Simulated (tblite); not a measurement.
**C5H9GeS: geometry relaxation (part 3 of 3)**

Continued. System: C5H9GeS, multiplicity 2. Method: GFN2-xTB geometry optimisation, gas phase (tblite 0.8.0). It belongs to a series of runs on one base structure; here: H removed from sp3 C.

Geometry of the input (Å):
```
C  2.3203  0.6053  -0.5329
C  1.1855  0.2764  0.3893
S  1.1820  0.8150  1.7377
C  0.0622  -0.6065  0.0161
C  -0.7046  -0.0806  -1.1414
Ge -2.3753  -0.0085  -0.1873
C  -1.0562  -0.7297  1.0256
H  2.8917  -0.3235  -0.7543
H  1.9162  1.0210  -1.4707
H  2.9813  1.3428  -0.0393
H  0.4539  -1.6377  -0.2273
H  -0.3464  0.8427  -1.6156
H  -2.9062  1.3754  0.2133
H  -3.4081  -1.0332  -0.6523
H  -0.9432  -0.0438  1.9092
H  -1.2608  -1.8062  1.3185
```

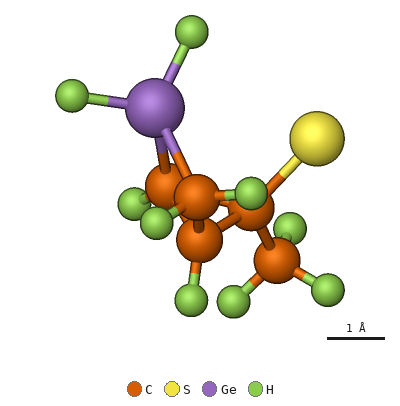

*The geometry at step 143 of the log (ball-and-stick view, seen at a tilt).*

Trajectory as extended XYZ, continued
```
16
Properties=species:S:1:pos:R:3:forces:R:3 step=138 energy=-554.38682
C     2.1180    0.6479   -0.5562    0.0030   0.0010   0.0000
C     0.7242    0.5313    0.0099    0.0000   0.0000  -0.0080
S     0.3245    1.7424    1.2073    0.0050  -0.0010   0.0010
C     0.1390   -0.8585    0.1388    0.0000   0.0040   0.0040
C    -0.3804    0.0704   -0.9257    0.0020  -0.0010  -0.0110
Ge   -2.1015    0.2378    0.0367    0.0080   0.0070   0.0160
C    -0.9954   -1.0161    1.1352   -0.0030  -0.0090   0.0020
H     2.3042   -0.1334   -1.2912    0.0010   0.0020  -0.0030
H     2.2461    1.6174   -1.0360    0.0080   0.0000   0.0000
H     2.8565    0.5626    0.2402   -0.0050   0.0020   0.0050
H     0.8140   -1.6854   -0.0452    0.0040   0.0080  -0.0100
H    -0.1249   -0.0157   -1.9735   -0.0070  -0.0040   0.0030
H    -2.6234    1.5781    0.4805    0.0020  -0.0060  -0.0070
H    -3.2050   -0.4764   -0.7126   -0.0070   0.0010  -0.0060
H    -0.7228   -0.7585    2.1569   -0.0120  -0.0030  -0.0010
H    -1.3806   -2.0350    1.1235    0.0000  -0.0040   0.0130
16
Properties=species:S:1:pos:R:3:forces:R:3 step=143 energy=-554.38696
C     2.1187    0.6477   -0.5564   -0.0020   0.0020   0.0000
C     0.7240    0.5328    0.0084    0.0010   0.0020   0.0000
S     0.3256    1.7450    1.2052   -0.0010  -0.0030   0.0010
C     0.1396   -0.8572    0.1398   -0.0040   0.0000  -0.0060
C    -0.3809    0.0705   -0.9256   -0.0030  -0.0020   0.0000
Ge   -2.1020    0.2358    0.0375   -0.0070  -0.0010  -0.0040
C    -0.9951   -1.0172    1.1361    0.0020   0.0010   0.0000
H     2.3016   -0.1294   -1.2966    0.0050   0.0000  -0.0010
H     2.2521    1.6197   -1.0299    0.0010  -0.0010   0.0020
H     2.8556    0.5542    0.2404   -0.0020   0.0000   0.0010
H     0.8159   -1.6826   -0.0468    0.0000   0.0010   0.0000
H    -0.1273   -0.0172   -1.9736   -0.0020  -0.0040   0.0000
H    -2.6250    1.5758    0.4794    0.0030   0.0010   0.0010
H    -3.2069   -0.4751   -0.7150    0.0070   0.0020   0.0030
H    -0.7258   -0.7566    2.1578    0.0010   0.0010   0.0030
H    -1.3778   -2.0371    1.1280    0.0010   0.0000   0.0000
```

Summary

| quantity | value |
| --- | --- |
| outcome | converged |
| total energy | −554.3870 eV |
| hardware | 1 CPU thread, shared host |
| wall time | 0.92 s |
| peak memory | 0.18 GiB |
